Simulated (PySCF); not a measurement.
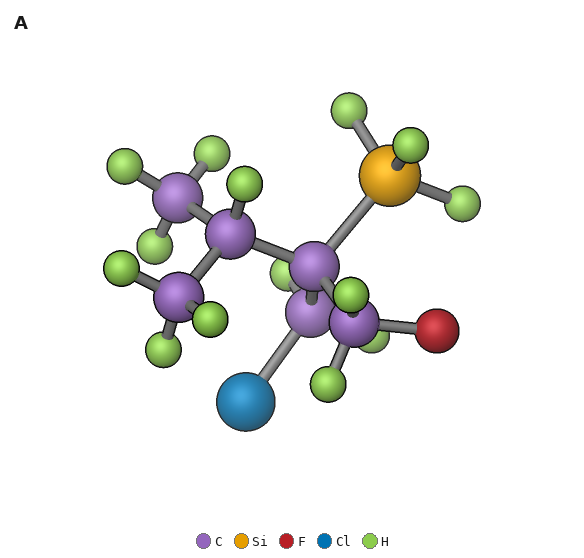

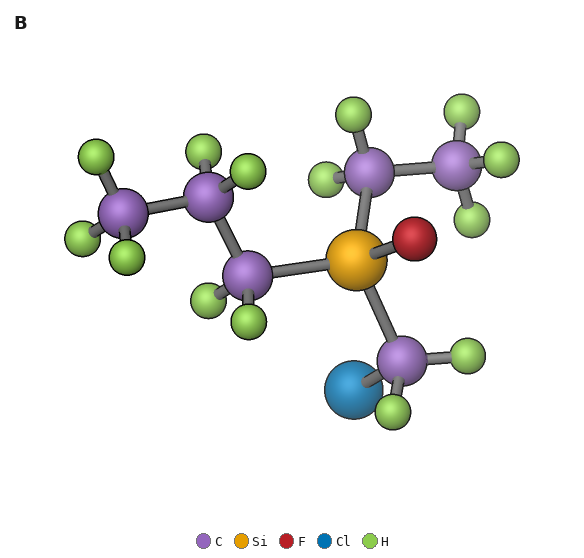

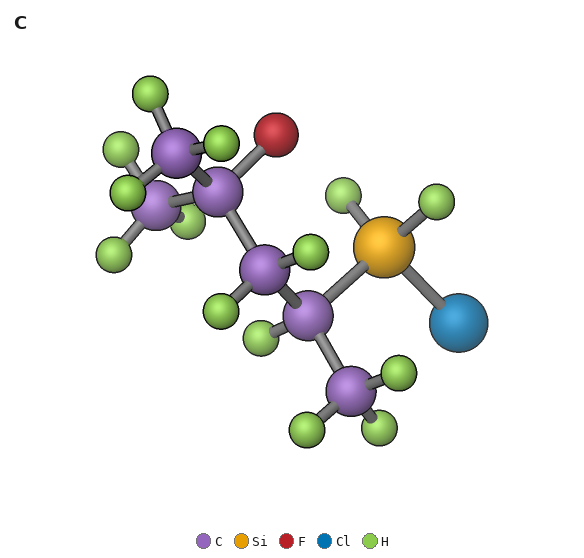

3 stationary structures of one formula. Geometries: GFN2-xTB. Electronic energies: PBE0/pcSseg-1 (PySCF 2.14.0), without zero-point energy. No frequency run is at hand to confirm each as a minimum. Each is one conformer, not always the lowest.

**How are they related?**

They are constitutional isomers of C6H14ClFSi: A `CC(C)[C@@]([SiH3])(CF)CCl`, B `CCC[Si@](F)(CC)CCl`, C `C[C@@H](CC(C)(C)F)[SiH2]Cl`.

**Which structure is the most stable?**

B is lowest; C lies 18.3 kcal/mol above it, A lies 66.8 kcal/mol above it.

The geometry is semi-empirical. Around Si such bond lengths and angles can be off by a tenth of an ångström or more and by several degrees, and values that hang on the shape move with them.
